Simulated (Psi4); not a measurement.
## Interaction calculation, with input and output: AlNaH₂SF₂ (part 2 of 3)

The same run, continued: AlNaH₂SF₂; SAPT(DFT)/jun-cc-pVDZ, RHF (Psi4 1.11). The geometry comes from this level: GFN2-xTB.

Geometry of the input (Å):
```
F  -0.3879  1.3002  -0.7507
Na -1.0305  1.6378  1.0833
F  -1.3860  -1.7117  -0.8195
Al 0.1426  -1.0512  -0.7237
S  0.9001  -1.1570  1.4374
H  1.2492  -1.5733  -1.6212
H  2.0212  -0.5701  1.0406
```

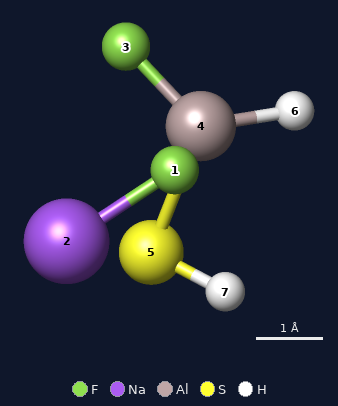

The input geometry (ball-and-stick view, seen at a tilt; atoms are numbered from 1 in the order of the input). Sticks mark near contacts.

What the program printed, continued
```
       Center              X                  Y                   Z               Mass
    ------------   -----------------  -----------------  -----------------  -----------------
      Gh(F)          -0.387930000000     1.300230000000    -0.750690000000    18.998403162730
      Gh(NA)         -1.030460000000     1.637800000000     1.083340000000    22.989769282000
         F           -1.386010000000    -1.711730000000    -0.819490000000    18.998403162730
         AL           0.142650000000    -1.051170000000    -0.723740000000    26.981538530000
         S            0.900070000000    -1.156970000000     1.437400000000    31.972071174400
         H            1.249250000000    -1.573280000000    -1.621240000000     1.007825032230
         H            2.021210000000    -0.570120000000     1.040560000000     1.007825032230

  Running in c1 symmetry.

  Rotational constants: A =      0.07787  B =      0.05691  C =      0.04240 [cm^-1]
  Rotational constants: A =   2334.56002  B =   1705.99395  C =   1270.99352 [MHz]
  Nuclear repulsion =  127.856704091491679

  Charge       = 0
  Multiplicity = 1
  Electrons    = 40
  Nalpha       = 20
  Nbeta        = 20

  ==> Iterations <==

                           Total Energy        Delta E     RMS |[F,P]|

   @DF-RHF iter SAD:  -739.21186289599268   -7.39212e+02   0.00000e+00
   @DF-RHF iter   1:  -740.06126790050087   -8.49405e-01   3.84210e-03 DIIS/ADIIS
   @DF-RHF iter   2:  -740.12070318422104   -5.94353e-02   2.59585e-03 DIIS/ADIIS
   @DF-RHF iter   3:  -740.14852940786886   -2.78262e-02   2.42863e-04 DIIS/ADIIS
   @DF-RHF iter   4:  -740.14921524949898   -6.85842e-04   8.59684e-05 DIIS
   @DF-RHF iter   5:  -740.14933185719781   -1.16608e-04   1.93954e-05 DIIS
   @DF-RHF iter   6:  -740.14934035429860   -8.49710e-06   4.56879e-06 DIIS
   @DF-RHF iter   7:  -740.14934088794882   -5.33650e-07   1.51597e-06 DIIS
   @DF-RHF iter   8:  -740.14934095597960   -6.80308e-08   4.45661e-07 DIIS
   @DF-RHF iter   9:  -740.14934096329182   -7.31222e-09   1.12461e-07 DIIS
   @DF-RHF iter  10:  -740.14934096380989   -5.18071e-10   2.92222e-08 DIIS
   @DF-RHF iter  11:  -740.14934096384343   -3.35376e-11   6.33153e-09 DIIS
  Energy and wave function converged.

  ==> Post-Iterations <==

    Final Occupation by Irrep:
              A
    DOCC [    20 ]
    NA   [    20 ]
    NB   [    20 ]

  @DF-RHF Final Energy:  -740.14934096384343

   => Energetics <=

    Nuclear Repulsion Energy =            127.8567040914916788
    One-Electron Energy =               -1282.5138420621501609
    Two-Electron Energy =                 414.5077970068149398
    Total Energy =                       -740.1493409638434287

Computation Completed

Properties will be evaluated at   0.000000,   0.000000,   0.000000 [a0]

Properties computed using the SCF density matrix

 Multipole Moments:

 ------------------------------------------------------------------------------------
     Multipole            Electronic (a.u.)      Nuclear  (a.u.)        Total (a.u.)
 ------------------------------------------------------------------------------------

 L = 1.  Multiply by 2.5417464519 to convert [e a0] to [Debye]
 Dipole X            :        -12.7177623           13.3262353            0.6084730
 Dipole Y            :         95.1298519          -93.9679544            1.1618975
 Dipole Z            :        -11.5178503           10.6461312           -0.8717191
 Magnitude           :                                                    1.5748458

 ------------------------------------------------------------------------------------

	total time  =          1 seconds =       0.02 minutes

         ---------------------------------------------------------
                        SAPT(DFT): delta HF Segment

         ---------------------------------------------------------

  ==> Preparing SAPT Data Cache <==

   => Auxiliary Basis Set <=

  Basis Set: (JUN-CC-PVDZ AUX)
    Blend: DEF2-UNIVERSAL-JKFIT + JUN-CC-PVDZ-JKFIT
    Number of shells: 184
    Number of basis functions: 558
    Number of Cartesian functions: 649
    Spherical Harmonics?: true
    Max angular momentum: 4

  ==> E10 Electostatics <==

    Elst10,r                        -80.73767491 [mEh]

  ==> E10 Exchange <==

    Exch10(S^2)                      23.53231791 [mEh]
    Exch10                           23.76640477 [mEh]

  ==> E20 Induction <==

   => Uncoupled Induction <=

    Ind20,u (A<-B)                  -18.88859746 [mEh]
    Ind20,u (A->B)                  -14.13505744 [mEh]
    Ind20,u                         -33.02365490 [mEh]
    Exch-Ind20,u (A<-B)              11.04346501 [mEh]
    Exch-Ind20,u (A->B)               6.44363327 [mEh]
    Exch-Ind20,u                     17.48709827 [mEh]

   => Coupled Induction <=

   ---------------------------------------------------
              SAPT Coupled Induction Solver
   ---------------------------------------------------
    Maxiter             =          20
    Convergence         =   1.000E-08
   ---------------------------------------------------
     Iter       (A<-B)           (B->A)      Time [s]
   ---------------------------------------------------
    Guess    1.674652e-01     1.260811e-01          0
        1    4.171766e-02     5.375544e-02          0
        2    1.962797e-02     1.437809e-02          0
        3    5.465529e-03     5.765380e-03          0
        4    1.094045e-03     1.578654e-03          0
        5    2.386095e-04     5.425199e-04          0
        6    3.785576e-05     1.441311e-04          0
        7    4.002053e-06     3.186753e-05          1
        8    4.571061e-07     8.164434e-06          1
        9    9.038323e-08     2.088759e-06          1
       10    1.830035e-08     7.439192e-07          1
       11    4.478071e-09*    2.330035e-07          1
       12    4.478071e-09*    4.370755e-08          1
       13    4.478071e-09*    7.793261e-09*         1
   ---------------------------------------------------

    Ind20,r (A<-B)                  -25.61455075 [mEh]
    Ind20,r (A->B)                  -16.77471681 [mEh]
    Ind20,r                         -42.38926756 [mEh]
    Exch-Ind20,r (A<-B)              14.56359374 [mEh]
    Exch-Ind20,r (A->B)               7.71326571 [mEh]
    Exch-Ind20,r                     22.27685945 [mEh]

   Partial SAPT(HF) Results, to compute Delta HF (dHF)
  ---------------------------------------------------------------------------------------------------------
    Electrostatics                  -80.73767491 [mEh]    -50.66365590 [kcal/mol]   -211.97673628 [kJ/mol]
      Elst10,r                      -80.73767491 [mEh]    -50.66365590 [kcal/mol]   -211.97673628 [kJ/mol]

    Exchange                         23.76640477 [mEh]     14.91364415 [kcal/mol]     62.39868712 [kJ/mol]
      Exch10                         23.76640477 [mEh]     14.91364415 [kcal/mol]     62.39868712 [kJ/mol]
      Exch10(S^2)                    23.53231791 [mEh]     14.76675243 [kcal/mol]     61.78409217 [kJ/mol]

    Induction (no dHF)              -20.11240811 [mEh]    -12.62072663 [kcal/mol]    -52.80512021 [kJ/mol]
      Ind20,r                       -42.38926756 [mEh]    -26.59966698 [kcal/mol]   -111.29300663 [kJ/mol]
      Exch-Ind20,r                   22.27685945 [mEh]     13.97894035 [kcal/mol]     58.48788642 [kJ/mol]
      Induction (A<-B) (no dHF)     -11.05095701 [mEh]     -6.93458022 [kcal/mol]    -29.01428362 [kJ/mol]
      Induction (A->B) (no dHF)      -9.06145110 [mEh]     -5.68614641 [kcal/mol]    -23.79083659 [kJ/mol]

    Subtotal SAPT(HF)               -77.08367825 [mEh]    -48.37073838 [kcal/mol]   -202.38316937 [kJ/mol]
    Total HF                        -81.67993708 [mEh]    -51.25493434 [kcal/mol]   -214.45064527 [kJ/mol]
    Delta HF                         -4.59625883 [mEh]     -2.88419596 [kcal/mol]    -12.06747590 [kJ/mol]
  ---------------------------------------------------------------------------------------------------------
   Partial SAPT(HF) Results, alternate SAPT0-like display
  ---------------------------------------------------------------------------------------------------------
    Induction                       -24.70866694 [mEh]    -15.50492259 [kcal/mol]    -64.87259611 [kJ/mol]
      Ind20,r                       -42.38926756 [mEh]    -26.59966698 [kcal/mol]   -111.29300663 [kJ/mol]
      Exch-Ind20,r                   22.27685945 [mEh]     13.97894035 [kcal/mol]     58.48788642 [kJ/mol]
      delta HF,r (2)                 -4.59625883 [mEh]     -2.88419596 [kcal/mol]    -12.06747590 [kJ/mol]
      Induction (A<-B)              -13.57641584 [mEh]     -8.51932956 [kcal/mol]    -35.64487488 [kJ/mol]
      Induction (A->B)              -11.13225110 [mEh]     -6.98559303 [kcal/mol]    -29.22772123 [kJ/mol]
  ---------------------------------------------------------------------------------------------------------

   => Loading Basis Set <=

    Name: JUN-CC-PVDZ
    Role: ORBITAL
    Keyword: BASIS

         ---------------------------------------------------------
                          SAPT(DFT): DFT Monomer A
         ---------------------------------------------------------
                                   SCF
                              RKS Reference
                        1 Threads,   1525 MiB Core
         ---------------------------------------------------------

  ==> DFT Potential <==

   => LibXC <=

    Version 7.1.2

   => Composite Functional: PBE <=

    PBE GGA Exchange-Correlation Functional

    Deriv               =              1
    GGA                 =           TRUE
    Meta                =          FALSE

    Exchange Hybrid     =          FALSE
    MP2 Hybrid          =          FALSE

   => Exchange Functionals <=

    1.0000     XC_GGA_X_PBE

   => Correlation Functionals <=

    1.0000     XC_GGA_C_PBE

   => LibXC Density Thresholds  <==

    XC_GGA_C_PBE:  1.00E-12
    XC_GGA_X_PBE:  1.00E-15

   => Asymptotic Correction <=

    X Functional        =    XC_GGA_X_LB
    C Functional        =   XC_LDA_C_VWN
    Bulk Shift          =       0.136000
    GRAC Alpha          =       0.500000
    GRAC Beta           =      40.000000

   => Molecular Quadrature <=

    Radial Scheme          =       TREUTLER
    Pruning Scheme         =           NONE
    Nuclear Scheme         =       TREUTLER

    Blocking Scheme        =         OCTREE
    BS radius alpha        =              1
    Pruning alpha          =              1
    Radial Points          =             75
    Spherical Points       =            302
    Total Points           =         153846
    Total Blocks           =           1239
    Max Points             =            256
    Max Functions          =            112
    Weights Tolerance      =       1.00E-15

  ==> Integral Setup <==

  DFHelper Memory: AOs need 0.057 GiB; user supplied 0.701 GiB.
  SCF_SUBTYPE=INCORE selected. In-core MEM_DF algorithm will be used.
  Using in-core AOs.

  ==> MemDFJK: Density-Fitted J/K Matrices <==

    J tasked:                   Yes
    K tasked:                    No
    wK tasked:                   No
    Memory [MiB]:               717
    Algorithm:                 Core
    Schwarz Cutoff:           1E-12
    Mask sparsity (%):       0.1594
    Fitting Condition:        1E-10

   => Auxiliary Basis Set <=

  Basis Set: (JUN-CC-PVDZ AUX)
    Blend: DEF2-UNIVERSAL-JKFIT + JUN-CC-PVDZ-JKFIT
    Number of shells: 184
    Number of basis functions: 558
    Number of Cartesian functions: 649
    Spherical Harmonics?: true
    Max angular momentum: 4

  Cached 100.0% of DFT collocation blocks in 0.416 [GiB].

  Minimum eigenvalue in the overlap matrix is 8.2331400775E-04.
  Reciprocal condition number of the overlap matrix is 1.1037077328E-04.
    Using symmetric orthogonalization.

  ==> Iterations <==

                           Total Energy        Delta E     RMS |[F,P]|

   @DF-RKS iter SAD:  -261.55478846980986   -2.61555e+02   0.00000e+00
   @DF-RKS iter   1:  -261.78903354693693   -2.34245e-01   6.19329e-03 DIIS/ADIIS
   @DF-RKS iter   2:  -252.07938379236825    9.70965e+00   2.43357e-02 DIIS/ADIIS
   @DF-RKS iter   3:  -261.97057565264140   -9.89119e+00   1.05426e-03 DIIS/ADIIS
   @DF-RKS iter   4:  -261.97277639058791   -2.20074e-03   9.16644e-04 DIIS/ADIIS
   @DF-RKS iter   5:  -261.97634163485861   -3.56524e-03   3.97833e-04 DIIS/ADIIS
   @DF-RKS iter   6:  -261.97705162335967   -7.09989e-04   3.62547e-05 DIIS
   @DF-RKS iter   7:  -261.97704965187319    1.97149e-06   2.75554e-06 DIIS
   @DF-RKS iter   8:  -261.97704830056676    1.35131e-06   5.03179e-07 DIIS
   @DF-RKS iter   9:  -261.97704823006916    7.04976e-08   7.74881e-08 DIIS
   @DF-RKS iter  10:  -261.97704825431543   -2.42463e-08   6.44957e-09 DIIS
   @DF-RKS iter  11:  -261.97704825513915   -8.23718e-10   2.63918e-10 DIIS
  Energy and wave function converged.

  ==> Post-Iterations <==

   Electrons on quadrature grid:
      Ntotal   =   19.9999253454 ; deviation = -7.465e-05

    Final Occupation by Irrep:
              A
    DOCC [    10 ]
    NA   [    10 ]
    NB   [    10 ]

  @DF-RKS Final Energy:  -261.97704825513915

   => Energetics <=

    Nuclear Repulsion Energy =             26.5604609315786924
    One-Electron Energy =                -422.0252389446328607
    Two-Electron Energy =                 158.2354346157524674
    DFT Exchange-Correlation Energy =     -24.7477048578374550
    Empirical Dispersion Energy =           0.0000000000000000
    VV10 Nonlocal Energy =                  0.0000000000000000
    Total Energy =                       -261.9770482551391524

Computation Completed

Properties will be evaluated at   0.000000,   0.000000,   0.000000 [a0]

Properties computed using the SCF density matrix

 Multipole Moments:

 ------------------------------------------------------------------------------------
     Multipole            Electronic (a.u.)      Nuclear  (a.u.)        Total (a.u.)
 ------------------------------------------------------------------------------------

 L = 1.  Multiply by 2.5417464519 to convert [e a0] to [Debye]
 Dipole X            :         26.9543952          -28.0178921           -1.0634969
 Dipole Y            :        -55.6103532           56.1586353            0.5482821
 Dipole Z            :         -6.7140559            9.7519884            3.0379325
 Magnitude           :                                                    3.2650686

 ------------------------------------------------------------------------------------

	total time  =          9 seconds =       0.15 minutes

   => Loading Basis Set <=

    Name: JUN-CC-PVDZ
    Role: ORBITAL
    Keyword: BASIS

         ---------------------------------------------------------
                          SAPT(DFT): DFT Monomer B
         ---------------------------------------------------------
                                   SCF
                              RKS Reference
                        1 Threads,   1525 MiB Core
         ---------------------------------------------------------

   => Asymptotic Correction <=
```
